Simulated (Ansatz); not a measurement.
**Fields on a plane of CrCuO2 (delafossite type, space group R-3m)**

```xyz
4
Lattice="1.4819 0.8556 5.6401 -1.4819 0.8556 5.6401 0.0000 -1.7111 5.6401" Properties=species:S:1:pos:R:3 pbc="T T T"
Cu     0.0000     0.0000     0.0000
Cr     0.0000     0.0000     8.4602
O      0.0000     0.0000     1.8295
O      0.0000     0.0000    15.0910
```

The slice is a (1 -1 0 2) plane (indices of the conventional cell) through the point (0.500, 0.500, 0.500) (fractional), spanned by u = [1 0 -1] and v = [010] in vectors of this cell: u (2.96 Å) and v (5.89 Å, at 90° to u). It covers one period; positions are fractions (u, v).

Atoms on it: Cu at (0.50, 0.50); Cr at (0.00, 0.00). Other atoms lie within 1 Å of the plane.

These are PBEsol (plane waves to 420 eV, PAW, scalar-relativistic; Ansatz, a first-principles code) values and carry that method's errors. k mesh 13×13×13. These are valence fields of a PAW run, semicore shells included where kept as valence: close to a nucleus they are smooth pseudo fields. CrCuO2 is run spin-polarised and with no Hubbard U. CrCuO2 was relaxed with its symmetry unable to fall. Relaxed CrCuO2 ends ferromagnetic. Other magnetic orders were not checked, so this need not be the ground state.

| v \ u | 0.00 | 0.10 | 0.20 | 0.30 | 0.40 | 0.50 | 0.60 | 0.70 | 0.80 | 0.90 |
|---|---|---|---|---|---|---|---|---|---|---|
| 0.90 | 0.78 | 0.64 | 0.18 | 0.28 | 0.71 | 0.76 | 0.71 | 0.28 | 0.18 | 0.64 |
| 0.80 | 0.02 | 0.08 | 0.49 | 0.78 | 0.82 | 0.80 | 0.82 | 0.78 | 0.49 | 0.08 |
| 0.70 | 0.05 | 0.09 | 0.24 | 0.43 | 0.60 | 0.67 | 0.60 | 0.43 | 0.24 | 0.09 |
| 0.60 | 0.10 | 0.13 | 0.14 | 0.16 | 0.20 | 0.22 | 0.20 | 0.16 | 0.14 | 0.13 |
| 0.50 | 0.14 | 0.16 | 0.20 | 0.27 | x | x | x | 0.27 | 0.20 | 0.16 |
| 0.40 | 0.10 | 0.13 | 0.14 | 0.16 | 0.20 | 0.22 | 0.20 | 0.16 | 0.14 | 0.13 |
| 0.30 | 0.05 | 0.09 | 0.24 | 0.43 | 0.60 | 0.67 | 0.60 | 0.43 | 0.24 | 0.09 |
| 0.20 | 0.02 | 0.08 | 0.49 | 0.78 | 0.82 | 0.80 | 0.82 | 0.78 | 0.49 | 0.08 |
| 0.10 | 0.78 | 0.64 | 0.18 | 0.28 | 0.71 | 0.76 | 0.71 | 0.28 | 0.18 | 0.64 |
| 0.00 | x | x | 0.75 | 0.07 | 0.07 | 0.11 | 0.07 | 0.07 | 0.75 | x |

Values: ELF of the down spins. Points within 0.4 Å of a nucleus are blanked (x), as the pseudised field means little there.

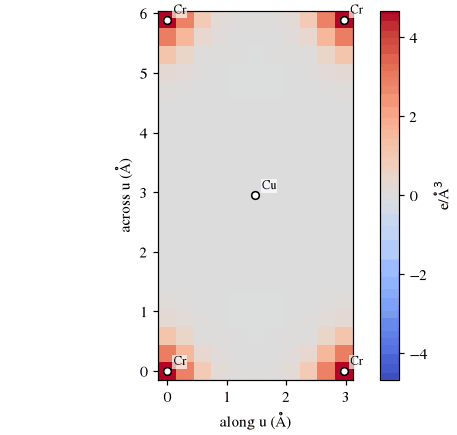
*Spin density, up minus down in e/Å³, one period of the plane, atoms marked. *
